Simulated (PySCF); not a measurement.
**BH3Cl− (SMILES [BH3-]Cl): CCSDTQ/STO-6G**

Aim: the energy change on altering one bond length of BH3Cl− at CCSDTQ/STO-6G, from 2 runs. 

The results are computed with PySCF 2.14.0.

9 further runs of the same task are left out: 1 that didn't finish, 8 set aside as unsound or not needed.

## (1) The structure to begin with

BH3Cl− has 5 atoms, charge -1, and is taken as a singlet. As SMILES, `[BH3-]Cl`. The coordinates come from a GFN2-xTB relaxation.

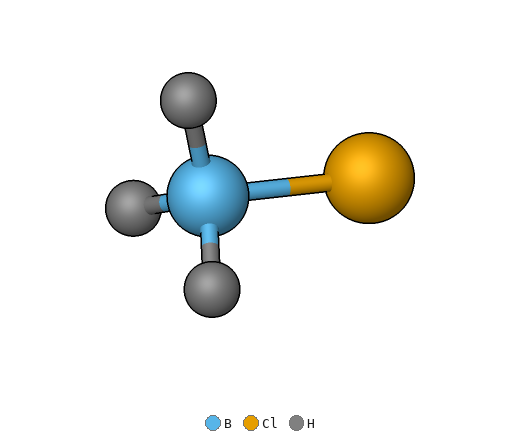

The structure, seen from a chosen angle (boron blue, chlorine amber, hydrogen grey).

## (2) A single-point energy at CCSDTQ/STO-6G

The input, mol.xyz:

```xyz
5

B      0.082390    -0.047870     0.135930
Cl    -0.845860     0.496450    -1.396970
H      1.223080    -0.254620    -0.203070
H     -0.460100    -1.051350     0.532730
H      0.000500     0.857390     0.931390
```

The input, input.py:

```python
from pyscf import gto, cc

molecule = gto.M(
    atom='mol.xyz',
    verbose=3,
    charge=-1,
    max_memory=1860,
    spin=0,
    basis='sto-6g',
)

myscf = molecule.RHF()
myscf.conv_tol = 1e-10
myscf.kernel()
if not myscf.converged:
    myscf = myscf.newton().run(myscf.mo_coeff, myscf.mo_occ)

mycc = cc.CCSDTQ(myscf, frozen=6)
mycc.kernel()
e_final = mycc.e_tot
print('E = %.10f Eh' % e_final)
```

Launch:

```sh
OMP_NUM_THREADS=1 python input.py
```

The program printed:

```text
converged SCF energy = -484.32419629745
_make_eris_incore_RCCSDTQ
RCCSDTQ converged
E(RCCSDTQ) = -484.3879780769821   E_corr = -0.06378177953158991
E_corr(same-spin) = -0.0017435408305879
E_corr(oppo-spin) = -0.062038238701002
E = -484.3879780770 Eh
```

It took 4.8 s on 1 thread of Arm Neoverse V1, shared host; peak memory 0.13 GiB.

## (3) The distorted shape

The input, input.py:

```python
from pyscf import gto, cc

system = gto.M(
    atom='''
B    0.147904  -0.772099  -0.500456
Cl  -0.780346  -0.227779  -2.033356
H    1.288594  -0.978849  -0.839456
H   -0.394586  -1.775579  -0.103656
H    0.000500   0.857390   0.931390
''',
    charge=-1,
    basis='sto-6g',
    verbose=4,
    max_memory=1860,
    spin=0,
)

hf = system.RHF()
hf.conv_tol = 1e-10
hf.kernel()
if not hf.converged:
    hf = hf.newton().run(hf.mo_coeff, hf.mo_occ)

mycc = cc.CCSDTQ(hf, frozen=6)
mycc.kernel()
energy = mycc.e_tot
print('Final energy', energy)
```

Launch:

```sh
OMP_NUM_THREADS=1 python input.py
```

The program printed:

```text
PySCF version 2.14.0

[INPUT] num. atoms = 5
[INPUT] num. electrons = 26
[INPUT] charge = -1
[INPUT] spin (= nelec alpha-beta = 2S) = 0
[INPUT] symmetry False subgroup None
[INPUT] Mole.unit = angstrom
[INPUT] Symbol           X                Y                Z      unit          X                Y                Z       unit  Magmom
[INPUT]  1 B      0.147904000000  -0.772099000000  -0.500456000000 AA    0.279498052728  -1.459055651051  -0.945724777395 Bohr   0.0
[INPUT]  2 Cl    -0.780346000000  -0.227779000000  -2.033356000000 AA   -1.474640222400  -0.430439926927  -3.842485953741 Bohr   0.0
[INPUT]  3 H      1.288594000000  -0.978849000000  -0.839456000000 AA    2.435089745758  -1.849756527304  -1.586341933623 Bohr   0.0
[INPUT]  4 H     -0.394586000000  -1.775579000000  -0.103656000000 AA   -0.745659472588  -3.355358022529  -0.195881451168 Bohr   0.0
[INPUT]  5 H      0.000500000000   0.857390000000   0.931390000000 AA    0.000944863062   1.620232281941   1.760072015159 Bohr   0.0

nuclear repulsion = 40.2013105442693
number of shells = 11
number of NR pGTOs = 102
number of NR cGTOs = 17
basis = sto-6g
ecp = {}

******** <class 'pyscf.scf.hf.RHF'> ********
method = RHF
initial guess = minao
damping factor = 0
level_shift factor = 0
DIIS = <class 'pyscf.scf.diis.CDIIS'>
diis_start_cycle = 1
diis_space = 8
diis_damp = 0
SCF conv_tol = 1e-10
SCF conv_tol_grad = None
SCF max_cycles = 50
direct_scf = True
direct_scf_tol = 1e-13
Set gradient conv threshold to 1e-05
Initial guess from minao.
init E= -483.638008890407
  HOMO = -0.177301598097543  LUMO = 0.129439302227789  gap/eV = 8.34685
cycle= 1 E= -484.096769192109  delta_E= -0.459  |g|= 0.229  |ddm|= 2.21
  HOMO = 0.0350070150451176  LUMO = 0.490016738014824  gap/eV = 12.38145
cycle= 2 E= -484.128958751002  delta_E= -0.0322  |g|= 0.0812  |ddm|= 0.536
  HOMO = 0.0210060022794987  LUMO = 0.520781108790244  gap/eV = 13.59957
cycle= 3 E= -484.132085780998  delta_E= -0.00313  |g|= 0.0231  |ddm|= 0.151
  HOMO = 0.0185023707531224  LUMO = 0.516603647098844  gap/eV = 13.55403
cycle= 4 E= -484.132445997083  delta_E= -0.00036  |g|= 0.0022  |ddm|= 0.0541
  HOMO = 0.0196881763023726  LUMO = 0.516851507447377  gap/eV = 13.52850
cycle= 5 E= -484.132450323766  delta_E= -4.33e-06  |g|= 0.000358  |ddm|= 0.00604
  HOMO = 0.0195698819437854  LUMO = 0.516931509124135  gap/eV = 13.53390
cycle= 6 E= -484.132450456938  delta_E= -1.33e-07  |g|= 5.11e-05  |ddm|= 0.00117
  HOMO = 0.0195888985583903  LUMO = 0.516921260020014  gap/eV = 13.53310
cycle= 7 E= -484.132450459349  delta_E= -2.41e-09  |g|= 4.81e-06  |ddm|= 0.00017
  HOMO = 0.0195861869440574  LUMO = 0.516922449379418  gap/eV = 13.53321
cycle= 8 E= -484.132450459369  delta_E= -1.94e-11  |g|= 1.05e-06  |ddm|= 1.31e-05
  HOMO = 0.0195866072924361  LUMO = 0.516922371792343  gap/eV = 13.53320
Extra cycle  E= -484.132450459369  delta_E= -5.68e-13  |g|= 4.14e-07  |ddm|= 2.52e-06
converged SCF energy = -484.132450459369

******** <class 'pyscf.cc.rccsdtq.RCCSDTQ'> ********
RCCSDTQ nocc = 7, nmo = 11
Allocating only the i<=j<=k<=l part of the T4 amplitude in memory
frozen orbitals 6
max_cycle = 50
conv_tol = 1e-07
conv_tol_normt = 1e-06
diis with the T4 amplitude
diis_space = 6
diis_start_cycle = 0
diis_start_energy_diff = 1e+09
einsum_backend: numpy
_make_eris_incore_RCCSDTQ
blksize  4
Approximate memory usage estimate
    T4 memory                 420 KB
    R4 memory                 420 KB
    Symmetrized T4 memory     336 KB
    ERIs memory               114 KB
    T1-ERIs memory            114 KB
    Intermediates memory      196 KB
Init t2, MP2 energy = -484.205204334662  E_corr(MP2) -0.072753875293
Init E_corr(RCCSDTQ) = -0.0727538752925282
cycle =  1  E_corr(RCCSDTQ) = -0.090822538967  dE = -1.806866367413e-02  norm(d tamps) = 9.43034968e-02
cycle =  2  E_corr(RCCSDTQ) = -0.101877739492  dE = -1.105520052545e-02  norm(d tamps) = 5.10400558e-02
cycle =  3  E_corr(RCCSDTQ) = -0.109818215350  dE = -7.940475857395e-03  norm(d tamps) = 2.74627734e-02
cycle =  4  E_corr(RCCSDTQ) = -0.111431102803  dE = -1.612887453663e-03  norm(d tamps) = 7.51055105e-03
cycle =  5  E_corr(RCCSDTQ) = -0.111186615050  dE =  2.444877532169e-04  norm(d tamps) = 1.83110532e-03
cycle =  6  E_corr(RCCSDTQ) = -0.111127203777  dE =  5.941127310852e-05  norm(d tamps) = 9.17508214e-04
cycle =  7  E_corr(RCCSDTQ) = -0.111158565067  dE = -3.136129056759e-05  norm(d tamps) = 1.79499454e-04
cycle =  8  E_corr(RCCSDTQ) = -0.111152670263  dE =  5.894804365469e-06  norm(d tamps) = 6.44580639e-05
cycle =  9  E_corr(RCCSDTQ) = -0.111156308444  dE = -3.638180614940e-06  norm(d tamps) = 3.12228189e-05
cycle = 10  E_corr(RCCSDTQ) = -0.111155691758  dE =  6.166854479572e-07  norm(d tamps) = 1.28894161e-05
cycle = 11  E_corr(RCCSDTQ) = -0.111155390932  dE =  3.008261773574e-07  norm(d tamps) = 3.04882942e-06
cycle = 12  E_corr(RCCSDTQ) = -0.111155377587  dE =  1.334482939430e-08  norm(d tamps) = 1.17845075e-06
cycle = 13  E_corr(RCCSDTQ) = -0.111155363726  dE =  1.386085136945e-08  norm(d tamps) = 4.78121351e-07
RCCSDTQ converged
E(RCCSDTQ) = -484.2436058230956   E_corr = -0.1111553637263491
E_corr(same-spin) = -0.00288415596351928
E_corr(oppo-spin) = -0.10827120776283
Final energy -484.2436058230956
```

Wall time 6 s (1 thread of Arm Neoverse V1, shared host); peak memory 0.13 GiB.

## (4) What came out

At CCSDTQ/STO-6G, 6 core orbitals frozen:

| quantity | value |
| --- | --- |
| first shape: total energy | -484.38798 Eh |
| first shape: HOMO energy (Hartree–Fock orbitals) | -2.18 eV |
| first shape: LUMO energy (Hartree–Fock orbitals) | 20.90 eV |
| first shape: HOMO–LUMO gap (to an unbound level, set by the basis) | 23.08 eV |
| first shape: correlation energy (6 core orbitals frozen) | -63.8 mEh |
| first shape: T1 diagnostic | 0.005 |
| distorted shape: total energy | -484.24361 Eh |
| distorted shape: HOMO energy (Hartree–Fock orbitals) | 0.53 eV |
| distorted shape: LUMO energy (Hartree–Fock orbitals) | 14.07 eV |
| distorted shape: HOMO–LUMO gap (to an unbound level, set by the basis) | 13.53 eV |
| distorted shape: correlation energy (6 core orbitals frozen) | -111.2 mEh |
| distorted shape: T1 diagnostic | 0.028 |
| energy change with the B1–H5 bond stretched from 1.208 to 2.174 Å | 3.929 eV |

**Reading.** With the B1–H5 bond stretched from 1.208 to 2.174 Å the energy rises by 3.93 eV (91 kcal/mol). The first shape isn't relaxed at this level, so the change isn't measured from a minimum. The minimal basis adds a large error of its own. Mulliken charges (distorted shape) of the mean-field density run from -0.46 on Cl2 to +0.16 on B1; they depend strongly on the basis. The HOMO (distorted shape) lies at positive energy, 0.53 eV: the electron is unbound at this level or held by a compact basis; values depend on the basis.
